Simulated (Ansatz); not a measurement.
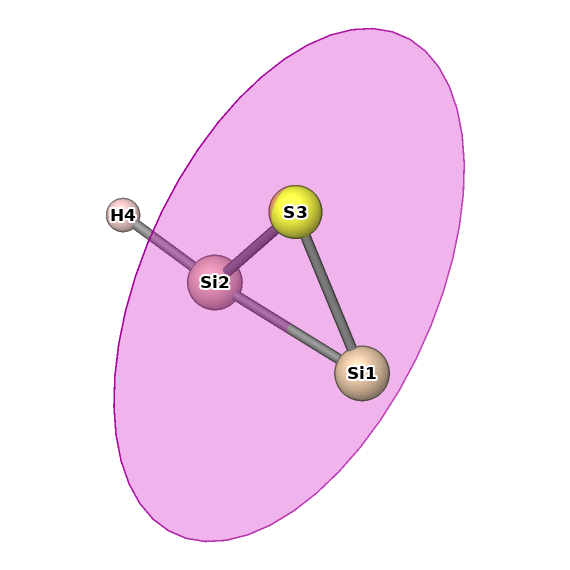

A disc through the centre of mass is drawn in. Atoms fade into the background with distance from the viewer. Charge +1, singlet. The geometry was computed by an optimisation with PBE0-D4/def2-TZVP. No frequency run is at hand to confirm it as a minimum.

Is the plane of the disc a mirror plane of the structure?

Answer. No. The point group is Cs, with 1 mirror plane, and this plane isn't one of its mirror planes.
